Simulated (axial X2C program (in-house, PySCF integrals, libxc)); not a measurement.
# Ga₂⁻: bond curves with and without spin–orbit coupling

What are the state, bond length, wavenumber and bond energy of Ga₂⁻, and what does spin–orbit coupling change?

The runs use an in-house X2C program for linear molecules on PySCF integrals; all-electron X2C, Ga dyall-acv3z.

All values are calculated.

**1. Input**

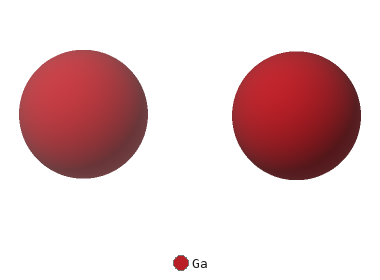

The two atoms at 2.480 Å (gallium red).

Contents of task.json:

```json
{"zs": [31, 31], "q": -1, "bas": ["dyall-acv3z", "dyall-acv3z"], "levels": ["PBE0", "HF", "BLYP"], "cc": true, "r0": 2.48, "thr": -1.0, "nmax": 90, "npts": 10, "nst": 2, "ntry": 6}
```

Keys: zs atomic numbers; q charge; bas basis sets; levels methods (HF also brings MP2); cc coupled cluster on or off; r0 starting distance in Å; thr threshold in hartree for freezing inner shells (an s shell follows its p shell); nmax most natural virtual spinors; npts points asked for on the curve; nst determinants followed; ntry starts of the search.

On the command line:

```sh
python so2c.py task.json out
```

Spin-free means the one-electron spin-free X2C Hamiltonian; two-component (2c) means X2C with spin–orbit coupling and atomic mean-field two-electron Coulomb and Gaunt terms. Basis: Ga dyall-acv3z contracted to [10s10p8d5f1g]; Gaussian nuclei, density fitting. Masses: Ga 68.926 u.

Notation: σ, π±, δ± give the projection m of an orbital's angular momentum (0, ±1, ±2), α and β its spin, Λ and M_S the sums; ω is the projection of a spinor's total angular momentum and Ω the sum. Logs are in hartree.

The results follow Hamiltonian by Hamiltonian and level by level.

**2. Which state to follow**

Determinants are compared with PBE0 at 2.480 Å.

Spin-free determinants:

```tsv
ΔE (eV)	state	open shells
0.00	M_S = 3/2, Λ = 0	beyond closed shells: σα, π+α, π-α
0.26	M_S = 1/2, Λ = 0	beyond closed shells: σβ, π+α, π-α
0.58	M_S = 1/2, Λ = 0	beyond closed shells: σα, π+β, π-α
0.58	M_S = 1/2, Λ = 2	beyond closed shells: σα, π+α, π+β
0.80	M_S = 1/2, Λ = 1	beyond closed shells: π+α, π+β, π-α
0.90	M_S = 1/2, Λ = 1	beyond closed shells: π+α
1.67	M_S = 3/2, Λ = 1	beyond closed shells: 2 × π+α, π-α
```

Two-component determinants:

```
ΔE (eV)    state                                  open shells
   0.00  Ω = 3/2                excess of +ω over −ω: ω = 3/2
   0.26  Ω = 1/2  excess of +ω over −ω: 2 × ω = -1/2, ω = 3/2
   0.52  Ω = 1/2                excess of +ω over −ω: ω = 1/2
   0.58  Ω = 5/2   excess of +ω over −ω: 2 × ω = 1/2, ω = 3/2
   0.64  Ω = 1/2                excess of +ω over −ω: ω = 1/2
   1.69  Ω = 5/2  excess of +ω over −ω: ω = -1/2, 2 × ω = 3/2
   1.77  Ω = 7/2   excess of +ω over −ω: ω = 1/2, 2 × ω = 3/2
```

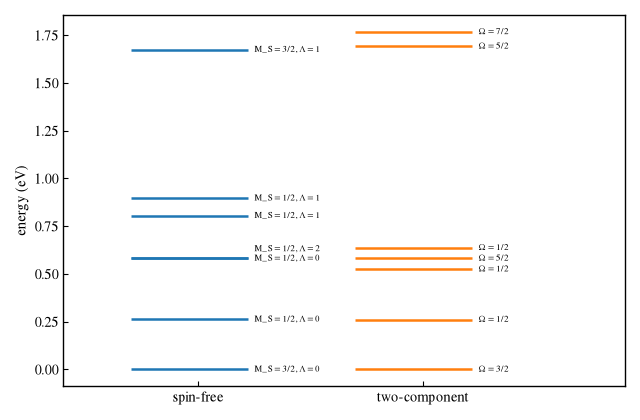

The determinants found, each set from its own lowest.

**3. PBE0, spin-free**

State followed: M_S = 3/2, Λ = 0 (beyond closed shells: σα, π+α, π-α). The scan is laid around 2.514 Å, a first estimate of the minimum, and this SCF restarts from the orbitals of the search.

Output at 2.514 Å:

```text
spin-free X2C-1e  PBE0
basis functions 248  fitting functions 1406  grid points 5800
iter        total energy     max residual
   1      -3885.080777420     2.42e+00
   2      -3887.345197017     3.05e-02
   3      -3887.325138379     5.65e-02
   4      -3887.367931694     6.48e-03
   5      -3887.368939917     1.48e-03
   6      -3887.368969527     4.26e-04
   7      -3887.368971421     2.38e-05
   8      -3887.368971464     9.03e-06
   9      -3887.368971468     1.13e-06
  10      -3887.368971468     1.52e-07
converged
one-electron -5833.55980504  Coulomb 1895.78465260  exact exchange -37.24533659  xc functional -114.63141788  nuclear repulsion 202.28293544
```

Along the bond, energies from the lowest point:

| R (Å) | E (eV) | HOMO (eV) | LUMO (eV) | iterations |
| --- | --- | --- | --- | --- |
| 2.187 | 0.3949 | 0.23 | 1.99 | 12 |
| 2.288 | 0.1612 | 0.16 | 1.98 | 11 |
| 2.363 | 0.0624 | 0.11 | 1.97 | 11 |
| 2.439 | 0.0126 | 0.07 | 1.97 | 11 |
| 2.514 | 0.0000 | 0.05 | 1.96 | 10 |
| 2.602 | 0.0205 | 0.10 | 1.95 | 10 |
| 2.690 | 0.0687 | 0.14 | 1.94 | 10 |
| 2.803 | 0.1582 | 0.19 | 1.92 | 10 |
| 2.941 | 0.2935 | 0.23 | 1.91 | 10 |
| 3.143 | 0.5135 | 0.28 | 1.88 | 10 |

Outer orbitals at the reference distance:

```tsv
symmetry	occupied	ε (eV)	atomic character
σα	yes	-17.26	100% Ga d
σβ	yes	-17.16	100% Ga d
π+α	yes	-17.14	100% Ga d
π-α	yes	-17.14	100% Ga d
δ-α	yes	-17.10	100% Ga d
δ+α	yes	-17.10	100% Ga d
δ-α	yes	-17.08	100% Ga d
δ+α	yes	-17.08	100% Ga d
π-β	yes	-17.05	100% Ga d
π+β	yes	-17.05	100% Ga d
δ+β	yes	-17.04	100% Ga d
δ-β	yes	-17.04	100% Ga d
δ+β	yes	-17.03	100% Ga d
δ-β	yes	-17.03	100% Ga d
π+α	yes	-16.97	100% Ga d
π-α	yes	-16.97	100% Ga d
π-β	yes	-16.91	100% Ga d
π+β	yes	-16.91	100% Ga d
σα	yes	-16.88	100% Ga d
σβ	yes	-16.82	100% Ga d
σα	yes	-7.25	78% Ga s, 14% Ga p, 6% Ga d
σβ	yes	-5.75	80% Ga s, 12% Ga p, 6% Ga d
σα	yes	-4.02	59% Ga s, 30% Ga p, 8% Ga d
σβ	yes	-2.81	60% Ga s, 27% Ga p, 9% Ga d
σα	yes	0.03	78% Ga p, 15% Ga s, 6% Ga d
π+α	yes	0.05	91% Ga p, 6% Ga d
π-α	yes	0.05	91% Ga p, 6% Ga d
σα	no	1.96	92% Ga p, 7% Ga s
σβ	no	2.29	88% Ga p, 12% Ga s
π-β	no	2.33	96% Ga p
π+β	no	2.33	96% Ga p
```

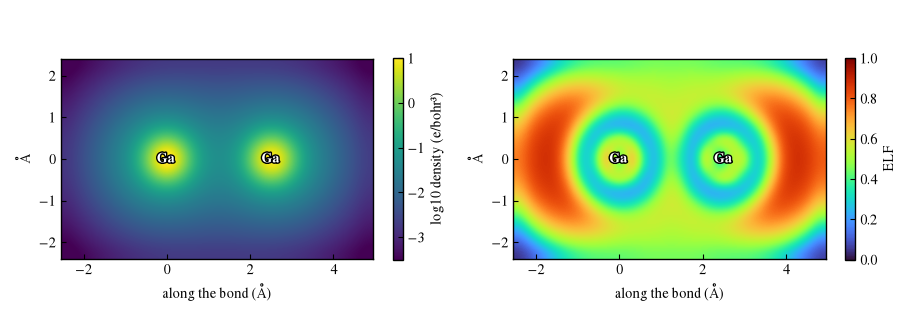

PBE0 fields in a plane through the axis, from a grid of 0.3 Å; Ga lies at z = 0 and Ga at z = 2.514 Å; the ELF is damped to zero where the density is low.

Re = 2.506 Å, ωe = 200.2 cm⁻¹, ωexe = 0.65 cm⁻¹, Be = 0.07786 cm⁻¹, De = 2.37 eV.

**4. HF, spin-free**

Output at 2.514 Å:

```text
spin-free X2C-1e  HF
basis functions 248  fitting functions 1406  grid points 5800
iter        total energy     max residual
   1      -3884.473563361     1.47e-01
   2      -3884.512947383     1.36e-02
   3      -3884.514408927     1.01e-02
   4      -3884.515486760     1.62e-03
   5      -3884.515600997     6.62e-04
   6      -3884.515628282     3.07e-04
   7      -3884.515632915     1.14e-04
   8      -3884.515633531     3.47e-05
   9      -3884.515633600     1.34e-05
  10      -3884.515633610     2.84e-06
  11      -3884.515633610     1.30e-06
converged
one-electron -5834.25435140  Coulomb 1896.67424563  exact exchange -149.21846327  xc functional 0.00000000  nuclear repulsion 202.28293544
```

Re = 2.567 Å, ωe = 194.6 cm⁻¹, ωexe = 0.545 cm⁻¹, Be = 0.07421 cm⁻¹, De = 1.49 eV.

**5. BLYP, spin-free**

Output at 2.514 Å:

```text
spin-free X2C-1e  BLYP
basis functions 248  fitting functions 1406  grid points 5800
iter        total energy     max residual
   1      -3888.107759674     6.22e-02
   2      -3888.115980189     1.61e-02
   3      -3888.108531014     2.97e-02
   4      -3888.119013494     1.97e-03
   5      -3888.119046281     3.69e-04
   6      -3888.119049423     6.22e-05
   7      -3888.119049543     2.30e-05
   8      -3888.119049561     4.67e-06
   9      -3888.119049562     3.79e-07
converged
one-electron -5832.16740620  Coulomb 1894.30659331  exact exchange 0.00000000  xc functional -152.54117211  nuclear repulsion 202.28293544
```

Re = 2.579 Å, ωe = 172.4 cm⁻¹, ωexe = 0.702 cm⁻¹, Be = 0.07353 cm⁻¹, De = 2.11 eV.

**6. Correlated methods, spin-free**

Correlated methods: 7 electrons correlated (frozen shells, counted by type: Ga 3 s, 2 p, 1 d), 385 virtual spinors in MP2, 90 natural virtuals in coupled cluster.

Output of the correlated part at 2.514 Å:

```text
correlated 7  virtual 385  natural virtual 90  E(MP2) -0.112214367  MP2 remainder -0.004015233
iter   CCSD correlation   residual
   1     -0.123149837   1.26e-01
   2     -0.128792671   4.79e-02
   3     -0.129295940   1.35e-02
   4     -0.129462887   5.59e-03
   5     -0.129460851   1.89e-03
   6     -0.129462216   5.58e-04
   7     -0.129466012   1.52e-04
   8     -0.129465561   5.30e-05
   9     -0.129465550   1.89e-05
(T) -0.008293639  T1 0.0308  D1 0.0428  max T2 0.077
```

T1 in the output is the amplitude norm over the root of the electron number; divide by √2 for the Lee–Taylor value.

MP2: Re = 2.528 Å, ωe = 208.3 cm⁻¹, Be = 0.07652 cm⁻¹, De = 2.30 eV.

CCSD: Re = 2.550 Å, ωe = 199.6 cm⁻¹, ωexe = 0.64 cm⁻¹, Be = 0.07523 cm⁻¹, De = 2.17 eV. T1 at Re = 0.022 (Lee–Taylor, the printed value over √2).

CCSD(T): Re = 2.553 Å, ωe = 198.4 cm⁻¹, ωexe = 0.672 cm⁻¹, Be = 0.07507 cm⁻¹, De = 2.31 eV. T1 at Re = 0.022 (Lee–Taylor, the printed value over √2).

**7. A higher determinant, spin-free**

State: M_S = 1/2, Λ = 0 (beyond closed shells: σβ, π+α, π-α).

Output at the reference distance:

```text
spin-free X2C-1e  PBE0
basis functions 248  fitting functions 1406  grid points 5800
iter        total energy     max residual
   1      -3885.074419321     2.44e+00
   2      -3887.335482055     2.96e-02
   3      -3887.315094992     5.42e-02
   4      -3887.358282924     5.88e-03
   5      -3887.359271400     1.30e-03
   6      -3887.359297278     4.39e-04
   7      -3887.359299139     3.09e-05
   8      -3887.359299198     1.13e-05
   9      -3887.359299204     1.82e-06
  10      -3887.359299204     4.71e-07
converged
one-electron -5833.29434907  Coulomb 1895.51626243  exact exchange -37.24212471  xc functional -114.62202329  nuclear repulsion 202.28293544
```

| R (Å) | E above the lowest PBE0 point (eV) |
| --- | --- |
| 2.187 | 0.648 |
| 2.288 | 0.417 |
| 2.363 | 0.321 |
| 2.439 | 0.273 |
| 2.514 | 0.263 |
| 2.602 | 0.287 |
| 2.690 | 0.338 |
| 2.803 | 0.430 |
| 2.941 | 0.569 |

Re = 2.500 Å, ωe = 202.7 cm⁻¹, ωexe = 0.669 cm⁻¹, Be = 0.07826 cm⁻¹. ⟨S²⟩ = 1.77 against 0.75 for a pure state, so this determinant mixes spins. Te = 0.26 eV.

**8. The spin-free curves together**

Energy (eV) of the followed determinant, spin-free, from each level's lowest point:

| R (Å) | PBE0 | HF | MP2 | CCSD | CCSD(T) | BLYP |
| --- | --- | --- | --- | --- | --- | --- |
| 2.187 | 0.395 | 0.556 | 0.492 | n/a | n/a | 0.497 |
| 2.288 | 0.161 | 0.262 | 0.214 | 0.238 | 0.241 | 0.237 |
| 2.363 | 0.062 | 0.125 | 0.091 | 0.108 | 0.110 | 0.116 |
| 2.439 | 0.013 | 0.044 | 0.024 | 0.032 | 0.033 | 0.044 |
| 2.514 | 0.000 | 0.005 | 0.000 | 0.000 | 0.000 | 0.008 |
| 2.602 | 0.021 | 0.000 | 0.013 | 0.003 | 0.002 | 0.000 |
| 2.690 | 0.069 | 0.029 | 0.059 | 0.039 | 0.036 | 0.019 |
| 2.803 | 0.158 | 0.100 | 0.151 | 0.118 | 0.113 | 0.071 |
| 2.941 | 0.293 | 0.223 | 0.296 | n/a | n/a | 0.160 |
| 3.143 | 0.514 | 0.439 | 0.536 | n/a | n/a | 0.313 |

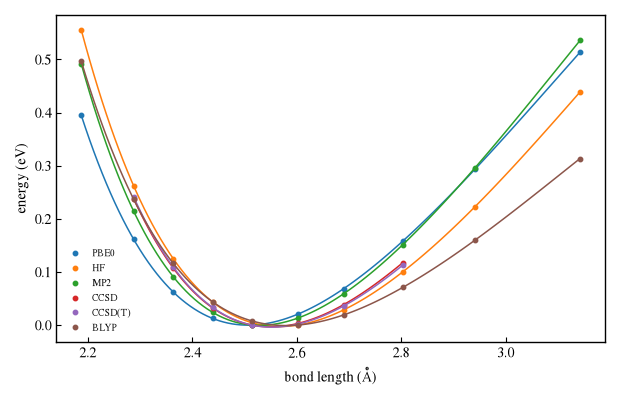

Curves of the followed state, spin-free, each from its own lowest point.

**9. PBE0, 2c**

State followed: Ω = 3/2 (excess of +ω over −ω: ω = 3/2). The scan is laid around 2.514 Å, a first estimate of the minimum, and this SCF restarts from the orbitals of the search.

The SCF at the reference distance of 2.514 Å:

```text
two-component X2C + atomic mean field  PBE0
basis functions 248  fitting functions 1406  grid points 5800
iter        total energy     max residual
   1      -3883.731056194     2.47e+00
   2      -3886.137519304     3.07e-02
   3      -3886.117082212     5.69e-02
   4      -3886.160370762     6.51e-03
   5      -3886.161383155     1.48e-03
   6      -3886.161412804     4.23e-04
   7      -3886.161414684     2.37e-05
   8      -3886.161414726     9.05e-06
   9      -3886.161414730     1.13e-06
  10      -3886.161414730     1.51e-07
converged
one-electron -5830.49412165  Coulomb 1895.16416561  exact exchange -37.23282232  xc functional -114.59283272  nuclear repulsion 202.28293544  atomic mean-field constant -1.28873909
```

Along the bond, energies from the lowest point:

| R (Å) | E (eV) | HOMO (eV) | LUMO (eV) | iterations |
| --- | --- | --- | --- | --- |
| 2.187 | 0.3942 | 0.23 | 2.03 | 12 |
| 2.288 | 0.1610 | 0.16 | 2.02 | 11 |
| 2.363 | 0.0624 | 0.11 | 2.01 | 11 |
| 2.439 | 0.0126 | 0.07 | 2.00 | 11 |
| 2.514 | 0.0000 | 0.08 | 1.99 | 10 |
| 2.602 | 0.0204 | 0.13 | 1.98 | 10 |
| 2.690 | 0.0684 | 0.17 | 1.96 | 10 |
| 2.803 | 0.1576 | 0.22 | 1.94 | 10 |
| 2.941 | 0.2926 | 0.26 | 1.92 | 10 |
| 3.143 | 0.5123 | 0.30 | 1.89 | 10 |

Outer spinors at the reference distance:

| ω | occupied | ε (eV) | atomic character | λ mixture |
| --- | --- | --- | --- | --- |
| 3/2 | yes | -16.95 | 100% Ga d | 69% π, 31% δ |
| 5/2 | yes | -16.94 | 100% Ga d | 100% δ |
| 5/2 | yes | -16.92 | 100% Ga d | 100% δ |
| -1/2 | yes | -16.91 | 100% Ga d | 62% π, 38% σ |
| -3/2 | yes | -16.90 | 100% Ga d | 82% π, 18% δ |
| 1/2 | yes | -16.89 | 100% Ga d | 77% π, 23% σ |
| -5/2 | yes | -16.88 | 100% Ga d | 100% δ |
| -5/2 | yes | -16.86 | 100% Ga d | 100% δ |
| 3/2 | yes | -16.82 | 100% Ga d | 85% π, 15% δ |
| 1/2 | yes | -16.78 | 100% Ga d | 76% σ, 24% π |
| -3/2 | yes | -16.77 | 100% Ga d | 90% π, 10% δ |
| -1/2 | yes | -16.74 | 100% Ga d | 85% σ, 15% π |
| 1/2 | yes | -7.25 | 78% Ga s, 14% Ga p, 6% Ga d | 100% σ |
| -1/2 | yes | -5.75 | 80% Ga s, 12% Ga p, 6% Ga d | 100% σ |
| 1/2 | yes | -4.02 | 59% Ga s, 30% Ga p, 8% Ga d | 100% σ |
| -1/2 | yes | -2.81 | 60% Ga s, 27% Ga p, 9% Ga d | 100% σ |
| -1/2 | yes | 0.01 | 91% Ga p, 6% Ga d | 100% π |
| 1/2 | yes | 0.03 | 78% Ga p, 16% Ga s, 6% Ga d | 100% σ |
| 3/2 | yes | 0.08 | 91% Ga p, 6% Ga d | 100% π |
| 1/2 | no | 1.99 | 94% Ga p, 5% Ga s | 100% σ |
| 1/2 | no | 2.31 | 96% Ga p | 100% π |
| -1/2 | no | 2.34 | 91% Ga p, 9% Ga s | 100% σ |
| -3/2 | no | 2.34 | 96% Ga p | 100% π |

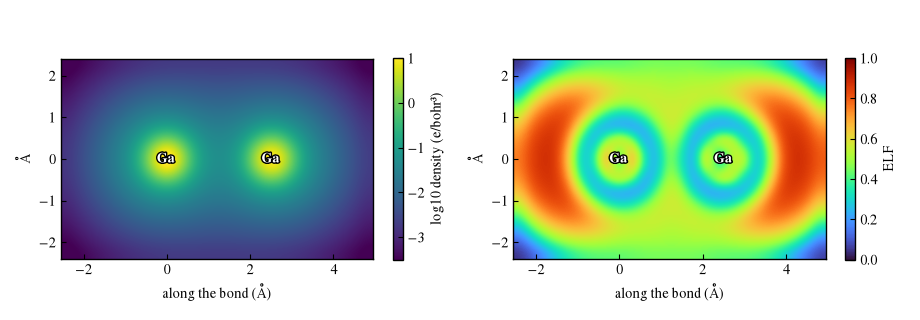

PBE0 fields in a plane through the axis, from a grid of 0.3 Å; Ga lies at z = 0 and Ga at z = 2.514 Å; the ELF is damped to zero where the density is low.

Re = 2.507 Å, ωe = 199.9 cm⁻¹, ωexe = 0.648 cm⁻¹, Be = 0.07785 cm⁻¹, De = 2.36 eV.

**10. HF, 2c**

The SCF at the reference distance of 2.514 Å:

```text
two-component X2C + atomic mean field  HF
basis functions 248  fitting functions 1406  grid points 5800
iter        total energy     max residual
   1      -3883.267048979     1.47e-01
   2      -3883.306410578     1.36e-02
   3      -3883.307872624     1.01e-02
   4      -3883.308946742     1.62e-03
   5      -3883.309061240     6.62e-04
   6      -3883.309088688     3.07e-04
   7      -3883.309093406     1.14e-04
   8      -3883.309094059     3.46e-05
   9      -3883.309094147     1.56e-05
  10      -3883.309094167     8.74e-06
  11      -3883.309094171     4.78e-06
  12      -3883.309094172     1.82e-06
converged
one-electron -5831.18651011  Coulomb 1896.05151298  exact exchange -149.16829339  xc functional 0.00000000  nuclear repulsion 202.28293544  atomic mean-field constant -1.28873909
```

Re = 2.568 Å, ωe = 194.4 cm⁻¹, ωexe = 0.544 cm⁻¹, Be = 0.07419 cm⁻¹, De = 1.50 eV.

**11. BLYP, 2c**

Output at 2.514 Å:

```text
two-component X2C + atomic mean field  BLYP
basis functions 248  fitting functions 1406  grid points 5800
iter        total energy     max residual
   1      -3886.899426541     6.29e-02
   2      -3886.907650856     1.61e-02
   3      -3886.900215279     2.96e-02
   4      -3886.910679320     1.97e-03
   5      -3886.910711975     3.69e-04
   6      -3886.910715136     6.24e-05
   7      -3886.910715257     2.29e-05
   8      -3886.910715275     4.68e-06
   9      -3886.910715276     3.77e-07
converged
one-electron -5829.10227963  Coulomb 1893.68666919  exact exchange 0.00000000  xc functional -152.48930119  nuclear repulsion 202.28293544  atomic mean-field constant -1.28873909
```

Re = 2.580 Å, ωe = 172.1 cm⁻¹, ωexe = 0.7 cm⁻¹, Be = 0.0735 cm⁻¹, De = 2.10 eV.

**12. Correlated methods, 2c**

Correlated methods: 7 electrons correlated (frozen shells, counted by type: Ga 3 s, 2 p, 1 d), 385 virtual spinors in MP2, 90 natural virtuals in coupled cluster.

Output of the correlated part at 2.514 Å:

```text
correlated 7  virtual 385  natural virtual 90  E(MP2) -0.112163898  MP2 remainder -0.004012760
iter   CCSD correlation   residual
   1     -0.123098257   1.26e-01
   2     -0.128739717   4.79e-02
   3     -0.129243217   1.35e-02
   4     -0.129410251   5.60e-03
   5     -0.129408228   1.89e-03
   6     -0.129409611   5.63e-04
   7     -0.129413432   1.56e-04
   8     -0.129412956   5.73e-05
   9     -0.129412936   2.25e-05
  10     -0.129412933   8.72e-06
(T) -0.008287669  T1 0.0308  D1 0.0428  max T2 0.077
```

MP2: Re = 2.529 Å, ωe = 208.1 cm⁻¹, Be = 0.07651 cm⁻¹, De = 2.33 eV.

CCSD: Re = 2.550 Å, ωe = 199.3 cm⁻¹, ωexe = 0.643 cm⁻¹, Be = 0.07521 cm⁻¹, De = 2.19 eV. T1 at Re = 0.022 (Lee–Taylor, the printed value over √2).

CCSD(T): Re = 2.553 Å, ωe = 198.2 cm⁻¹, ωexe = 0.682 cm⁻¹, Be = 0.07506 cm⁻¹, De = 2.32 eV. T1 at Re = 0.022 (Lee–Taylor, the printed value over √2).

**13. A higher determinant, 2c**

State: Ω = 1/2 (excess of +ω over −ω: 2 × ω = -1/2, ω = 3/2).

Output at the reference distance:

```text
two-component X2C + atomic mean field  PBE0
basis functions 248  fitting functions 1406  grid points 5800
iter        total energy     max residual
   1      -3883.725170842     2.47e+00
   2      -3886.127820420     2.99e-02
   3      -3886.107030398     5.46e-02
   4      -3886.150756670     5.92e-03
   5      -3886.151748563     1.30e-03
   6      -3886.151774471     4.36e-04
   7      -3886.151776320     3.09e-05
   8      -3886.151776380     1.14e-05
   9      -3886.151776385     1.83e-06
  10      -3886.151776385     4.69e-07
converged
one-electron -5830.23056136  Coulomb 1894.89769929  exact exchange -37.22963338  xc functional -114.58347728  nuclear repulsion 202.28293544  atomic mean-field constant -1.28873909
```

| R (Å) | E above the lowest PBE0 point (eV) |
| --- | --- |
| 2.187 | 0.647 |
| 2.288 | 0.416 |
| 2.363 | 0.320 |
| 2.439 | 0.273 |
| 2.514 | 0.262 |
| 2.602 | 0.285 |
| 2.690 | 0.336 |
| 2.803 | 0.429 |
| 2.941 | 0.567 |

Re = 2.500 Å, ωe = 202.4 cm⁻¹, ωexe = 0.668 cm⁻¹, Be = 0.07823 cm⁻¹. Te = 0.26 eV.

**14. The 2c curves together**

Energy (eV) of the followed determinant, 2c, from each level's lowest point:

| R (Å) | PBE0 | HF | MP2 | CCSD | CCSD(T) | BLYP |
| --- | --- | --- | --- | --- | --- | --- |
| 2.187 | 0.394 | 0.555 | 0.491 | n/a | n/a | 0.496 |
| 2.288 | 0.161 | 0.262 | 0.214 | 0.238 | 0.241 | 0.236 |
| 2.363 | 0.062 | 0.125 | 0.091 | 0.108 | 0.110 | 0.116 |
| 2.439 | 0.013 | 0.044 | 0.024 | 0.033 | 0.034 | 0.044 |
| 2.514 | 0.000 | 0.005 | 0.000 | 0.000 | 0.000 | 0.008 |
| 2.602 | 0.020 | 0.000 | 0.013 | 0.003 | 0.002 | 0.000 |
| 2.690 | 0.068 | 0.029 | 0.059 | 0.038 | 0.036 | 0.019 |
| 2.803 | 0.158 | 0.100 | 0.151 | 0.117 | 0.112 | 0.071 |
| 2.941 | 0.293 | 0.222 | 0.295 | n/a | n/a | 0.159 |
| 3.143 | 0.512 | 0.438 | 0.534 | n/a | n/a | 0.312 |

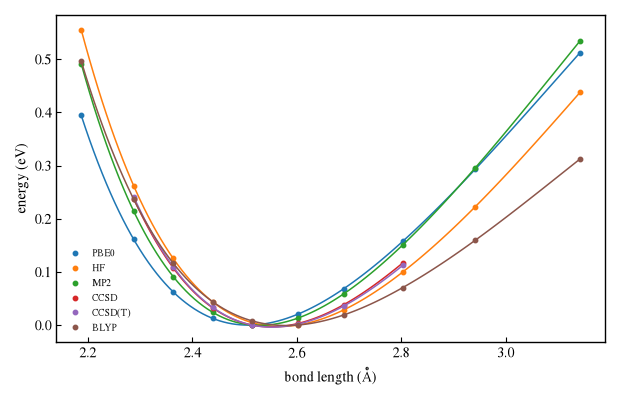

Curves of the followed state, 2c, each from its own lowest point.

Time for the job: 3.9 min (1 thread of Arm Neoverse N1, shared host).

**15. Results**

Lowest determinant that the search found at its distance, spin-free: M_S = 3/2, Λ = 0 (beyond closed shells: σα, π+α, π-α).

Lowest determinant that the search found at its distance, 2c: Ω = 3/2 (excess of +ω over −ω: ω = 3/2).

```
Hamiltonian    level  Re (Å)  ωe (cm⁻¹)  De (eV)
  spin-free     PBE0   2.506      200.2     2.37
  spin-free       HF   2.567      194.6     1.49
  spin-free      MP2   2.528      208.3     2.30
  spin-free     CCSD   2.550      199.6     2.17
  spin-free  CCSD(T)   2.553      198.4     2.31
  spin-free     BLYP   2.579      172.4     2.11
         2c     PBE0   2.507      199.9     2.36
         2c       HF   2.568      194.4     1.50
         2c      MP2   2.529      208.1     2.33
         2c     CCSD   2.550      199.3     2.19
         2c  CCSD(T)   2.553      198.2     2.32
         2c     BLYP   2.580      172.1     2.10
```

Time per point (s) on 1 thread of Arm Neoverse N1, shared host (2c runs; CCSD comes with the CCSD(T) run); the times are rough: PBE0 1.9, HF 1.7, MP2 2.1, CCSD(T) 5.4, BLYP 0.83.

What this shows: At CCSD(T), going from spin-free to two-component changes Re by 0 mÅ, ωe by -0.1 %; the spin-free picture holds up (part of it comes from the scalar share of the two-electron terms). De moves by +0.02 eV; both De rest on single-determinant atoms, which can miss part of an open shell's spin–orbit lowering.

De refers to Ga- + Ga, each in the lowest determinant found, which need not be this curve's own limit. The state is a single determinant with fixed occupations, the lowest that a limited PBE0 search found. De is counted from the lowest determinant-based energies of the atoms at the same level, without counterpoise correction. Density functionals use the spin component along the axis (collinear). CCSD and (T) use frozen natural virtuals with an MP2 correction for the truncation. With several unpaired electrons one determinant need not be a pure state. With the outer-core shells frozen, correlated bond lengths of heavy atoms tend to come out a few hundredths of an ångström too long. T1 at Re is 0.022 (Lee–Taylor), above the customary mark of 0.02.
